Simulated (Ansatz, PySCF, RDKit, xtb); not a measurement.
**C5H5BN2: ranking a sample of isomers**

Which of a sample of isomers of C5H5BN2 is the most stable in the gas at 298.15 K, and what are its properties? The sample is small against all isomers, and the most stable one of this formula need not be in it.

The funnel: GFN2-xTB relaxations, single points with a density functional, relaxations at B3LYP-D3(BJ)/def2-SVP, harmonic vibrations (at GFN2-xTB), and a last energy at a higher level. All values are calculated.

### Step 1. Possible bonding patterns

Isomers were taken from a list of plausible structures; this is a sample, not all of them. That gives 10 candidates.

```
label           SMILES     spin
 c115  N#CC1=CBC(N)=C1  singlet
 c173  N#CB1C=CC(N)=C1  singlet
 c429    N#CC1=CC=CB1N  singlet
 c430  N#CC1=CB(N)C=C1  singlet
 c478  N#CC1=CC(N)=CB1  singlet
 c493    N#CB1C=CC=C1N  singlet
 c614  N#CC1=C(N)C=CB1  singlet
 c745    N#CC1=CBC=C1N  singlet
 c960  N#CC1=CC=C(N)B1  singlet
 c979  N#CC1=C(N)BC=C1  singlet
```

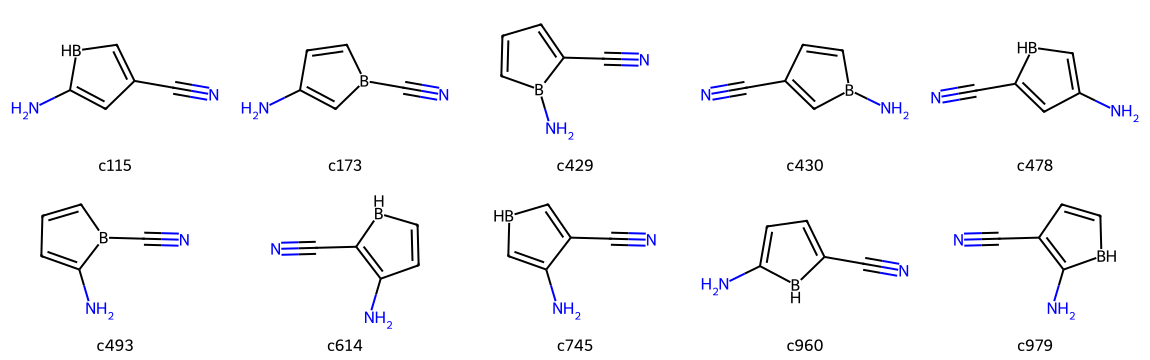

Structural formulas of the candidates.

Candidates are built by distance geometry, with a force field where one applies, in up to four conformers (letters a to d).

**Question.** With final energies at CCSD(T)/def2-SVP + MP2/def2-TZVPP - MP2/def2-SVP, which structure will this search put lowest in free energy, and by what margin?

| quantity | value |
| --- | --- |
| lowest structure found | N#CC1=CC=CB1N, singlet |
| next finalist | N#CC1=CB(N)C=C1, singlet, 3.2 kcal/mol higher in G |
| share at equilibrium, among the finalists | 99.6 % |
| dipole moment (PBE0/def2-SVPD) | 4.72 D |
| HOMO energy (PBE0/def2-SVPD) | -6.90 eV |
| LUMO energy (PBE0/def2-SVPD) | -2.80 eV |
| HOMO–LUMO gap (PBE0/def2-SVPD) | 4.10 eV |
| lowest excitation (TD-PBE0/def2-SVPD) | 3.16 eV (f = 0.057) |
| strongest of the states computed, same level | 5.45 eV (f = 0.127) |
| lowest triplet excitation, same level, Tamm-Dancoff | 1.79 eV |
| vertical ionisation energy | 8.74 eV |
| vertical electron affinity | 1.05 eV |
| vertical triplet less singlet | +1.87 eV |

`N#CC1=CC=CB1N` comes out lowest. Among the finalists first place is clear (3.2 kcal/mol); structures outside the list aren't covered. GFN2-xTB, HF/STO-3G, r2SCAN-D4/def2-SVP, B3LYP-D3(BJ)/def2-SVP, HF/def2-SVP and MP2/def2-SVP already put its bonding pattern lowest among the structures in one piece. Lowest found is not proven lowest: the search is finite, and each finalist counts with one conformer. Only 10 drawn patterns were tried, so whole families of isomers are missing, and the result ranks this sample alone.
